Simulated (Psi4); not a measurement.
# Si2NH6Cl (SMILES N[SiH]([SiH3])Cl) at OMP2/6-31G(d) (density fitting for correlation, spherical functions)

Aim: the energy change on altering one bond length of Si2NH6Cl at OMP2/6-31G* (density fitting for correlation, spherical functions), from 2 runs. 

The calculation is run with Psi4 1.11.

3 further runs of the same task are left out: 1 that didn't finish, 2 set aside as unsound or not needed. Runs told in other sessions of the task aren't counted.

## Step 1: The molecule

Si2NH6Cl has 10 atoms, charge 0, and is taken as a singlet. SMILES: `N[SiH]([SiH3])Cl`. Geometry: relaxed at PBE0-D4/def2-TZVP. This is one conformer, not always the lowest.

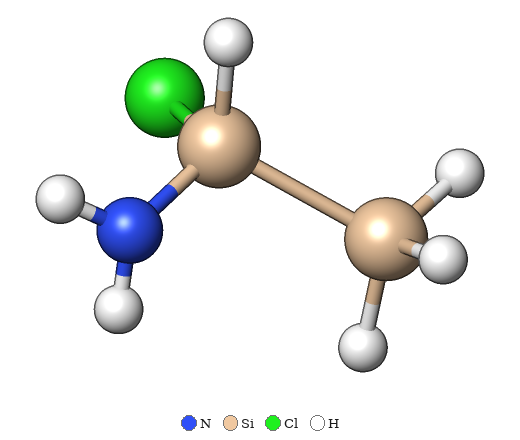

Viewed from a chosen angle; nitrogen blue, silicon light orange, chlorine green, hydrogen white.

## Step 2: The energy at OMP2/6-31G(d) (density fitting for correlation, spherical functions)

The input, clh6nsi2.xyz:

```xyz
10
ClH6NSi2
N     -0.500400     1.640400    -0.476600
Si    -0.088700     0.024400    -0.834700
Si     0.678000    -1.030800     1.103600
Cl    -1.669600    -1.135800    -1.538400
H     -1.066800     1.857300     0.327900
H     -0.657600     2.302300    -1.220500
H      0.889100     0.060000    -1.948200
H      0.872200    -2.482600     0.855100
H     -0.336100    -0.853800     2.179500
H      1.962900    -0.432600     1.555400
```

The input, run.py:

```python
import psi4

psi4.set_memory(2200000000)
psi4.set_num_threads(1)
psi4.set_output_file('output.dat', False)

with open('clh6nsi2.xyz') as f:
    atoms = ''.join(f.readlines()[2:])
molecule = psi4.geometry('0 1\n' + atoms + 'symmetry c1\nno_reorient\nno_com')

psi4.set_options({
    'basis': '6-31G*',
    'reference': 'rhf',
    'puream': True,
    'e_convergence': 1e-09,
    'd_convergence': 1e-08,
    'scf_type': 'pk',
    'num_frozen_docc': 16,
})

e, wfn = psi4.energy("omp2", return_wfn=True)
print(f'total energy {e:.8f} hartree = {e * 27.211386:.5f} eV')
```

Command:

```bash
$ python run.py
```

output.dat:

```text
[...]
  Running in c1 symmetry.
[...]
  Nuclear repulsion =  274.285791659090762
[...]
  Multiplicity = 1
[...]
  Nalpha       = 29
  Nbeta        = 29
[...]
    Number of basis functions: 80
[...]
   @RHF iter   1: -1095.22433930069292   -6.14846e-01   5.00745e-03 ADIIS/DIIS
[...]
   @RHF iter  11: -1095.32360403055304   -5.68434e-12   5.31811e-09 DIIS
[...]
    Orbital Energies [Eh]
    ---------------------
    Doubly Occupied:
       1A   -104.793218     2A    -68.807888     3A    -68.755730
       4A    -15.557971     5A    -10.535090     6A     -8.003107
       7A     -8.000767     8A     -8.000720     9A     -6.165344
      10A     -6.122917    11A     -4.271678    12A     -4.270711
      13A     -4.270265    14A     -4.228021    15A     -4.227949
      16A     -4.227696    17A     -1.158797    18A     -1.081252
      19A     -0.755556    20A     -0.693727    21A     -0.674505
      22A     -0.572697    23A     -0.527866    24A     -0.492536
      25A     -0.488082    26A     -0.479594    27A     -0.451883
      28A     -0.422523    29A     -0.396425
[...]
  @RHF Final Energy: -1095.32360403055304
   => Energetics <=
    Nuclear Repulsion Energy =            274.2857916590907621
    One-Electron Energy =               -2062.3497592965163676
    Two-Electron Energy =                 692.7403636068723927
    Total Energy =                      -1095.3236040305532697
[...]
 Multipole Moments:
 ------------------------------------------------------------------------------------
     Multipole            Electronic (a.u.)      Nuclear  (a.u.)        Total (a.u.)
 ------------------------------------------------------------------------------------
 L = 1.  Multiply by 2.5417464519 to convert [e a0] to [Debye]
 Dipole X            :         41.7525444          -41.5212514            0.2312930
 Dipole Y            :         41.4138659          -40.5625933            0.8512726
 Dipole Z            :         45.6075053          -45.3065618            0.3009435
 Magnitude           :                                                    0.9320561
[...]
	Warning: cc_lambda option is changed to TRUE
	For this residual convergence, default PCG convergence is:     1.00e-07
[...]
	DF-MP2 Total Energy (a.u.)         : -1095.76935152654278
[...]
	DF-MP2 Total Energy (a.u.)         : -1095.77499452614802
[...]
	DF-OMP2 Total Energy (a.u.)        : -1095.77499452615666
[...]
```

On the terminal:

```text
total energy -1095.77499453 hartree = -29817.55635 eV
```

Wall time 12 s (1 thread of AMD EPYC 9R45 (Zen 5), shared host); peak memory 0.31 GiB.

## Step 3: The distorted shape at the same level

The input, clh6nsi2.xyz:

```xyz
10
ClH6NSi2
N     -0.597501     2.366308    -0.352349
Si    -0.185801     0.750308    -0.710449
Si     0.580899    -0.304892     1.227851
Cl    -1.766701    -0.409892    -1.414149
H     -1.163901     2.583208     0.452151
H     -0.754701     3.028208    -1.096249
H      0.791999     0.785908    -1.823949
H      0.872200    -2.482600     0.855100
H     -0.433201    -0.127892     2.303751
H      1.865799     0.293308     1.679651
```

The input, run_ase.py:

```python
import numpy as np
from ase.calculators.psi4 import Psi4
from ase.io import read

atoms = read('clh6nsi2.xyz')
calc = Psi4(atoms=atoms, method='omp2', basis='6-31G*', memory='2200MB', num_threads=1, charge=0, multiplicity=1, label='calc')
calc.psi4.set_options({'puream': True, 'e_convergence': 1e-09, 'd_convergence': 1e-08, 'scf_type': 'pk', 'num_frozen_docc': 16})
atoms.calc = calc

print(f'energy: {atoms.get_potential_energy():.6f} eV')
```

Command:

```bash
$ python run_ase.py
```

calc.dat:

```text
[...]
  Running in c1 symmetry.
[...]
  Nuclear repulsion =  271.850120468950649
[...]
  Multiplicity = 1
[...]
  Nalpha       = 29
  Nbeta        = 29
[...]
    Number of basis functions: 80
[...]
   @RHF iter   1: -1095.13664666503792   -7.26451e-01   5.03001e-03 ADIIS/DIIS
[...]
   @RHF iter  11: -1095.24026180882993   -2.95586e-12   4.73074e-09 DIIS
[...]
    Orbital Energies [Eh]
    ---------------------
    Doubly Occupied:
       1A   -104.797238     2A    -68.819637     3A    -68.804581
       4A    -15.566344     5A    -10.539045     6A     -8.007072
       7A     -8.004686     8A     -8.004656     9A     -6.176511
      10A     -6.163609    11A     -4.282852    12A     -4.281893
      13A     -4.281610    14A     -4.268580    15A     -4.268542
      16A     -4.268255    17A     -1.166924    18A     -1.085186
      19A     -0.756927    20A     -0.696444    21A     -0.676273
      22A     -0.579291    23A     -0.534619    24A     -0.502911
      25A     -0.490728    26A     -0.456304    27A     -0.429979
      28A     -0.415847    29A     -0.375986
[...]
  @RHF Final Energy: -1095.24026180882993
   => Energetics <=
    Nuclear Repulsion Energy =            271.8501204689506494
    One-Electron Energy =               -2056.7757029022504867
    Two-Electron Energy =                 689.6853206244700232
    Total Energy =                      -1095.2402618088299278
[...]
 Multipole Moments:
 ------------------------------------------------------------------------------------
     Multipole            Electronic (a.u.)      Nuclear  (a.u.)        Total (a.u.)
 ------------------------------------------------------------------------------------
 L = 1.  Multiply by 2.5417464519 to convert [e a0] to [Debye]
 Dipole X            :         -5.1013353            5.2107493            0.1094140
 Dipole Y            :         -1.2829516            2.6888555            1.4059040
 Dipole Z            :         -4.8265131            5.1351341            0.3086211
 Magnitude           :                                                    1.4435319
[...]
	Warning: cc_lambda option is changed to TRUE
	For this residual convergence, default PCG convergence is:     1.00e-07
[...]
	DF-MP2 Total Energy (a.u.)         : -1095.69338236005547
[...]
	DF-MP2 Total Energy (a.u.)         : -1095.69968084696006
[...]
	DF-OMP2 Total Energy (a.u.)        : -1095.69968084696575
[...]
```

Standard output:

```text
energy: -29815.506982 eV
```

It took 12 s on 1 thread of AMD EPYC 9R45 (Zen 5), shared host; peak memory 0.31 GiB.

## Step 4: Summary of results

At OMP2/6-31G* (density fitting for correlation, spherical functions), 16 core orbitals frozen:

| quantity | value |
| --- | --- |
| first shape: total energy | -1095.77499 Eh |
| first shape: HOMO energy (Hartree–Fock orbitals) | -10.79 eV |
| first shape: LUMO energy (Hartree–Fock orbitals) | 3.31 eV |
| first shape: HOMO–LUMO gap (Hartree–Fock orbitals) | 14.10 eV |
| first shape: correlation energy (16 core orbitals frozen) | -451.4 mEh |
| distorted shape: total energy | -1095.69968 Eh |
| distorted shape: HOMO energy (Hartree–Fock orbitals) | -10.23 eV |
| distorted shape: LUMO energy (Hartree–Fock orbitals) | 1.77 eV |
| distorted shape: HOMO–LUMO gap (Hartree–Fock orbitals) | 12.00 eV |
| distorted shape: correlation energy (16 core orbitals frozen) | -459.4 mEh |
| energy change with the Si3–H8 bond stretched from 1.486 to 2.228 Å | 2.049 eV |

What this shows: With the Si3–H8 bond stretched from 1.486 to 2.228 Å the energy rises by 2.05 eV (198 kJ/mol). The first shape isn't relaxed at this level, so the change isn't measured from a minimum.
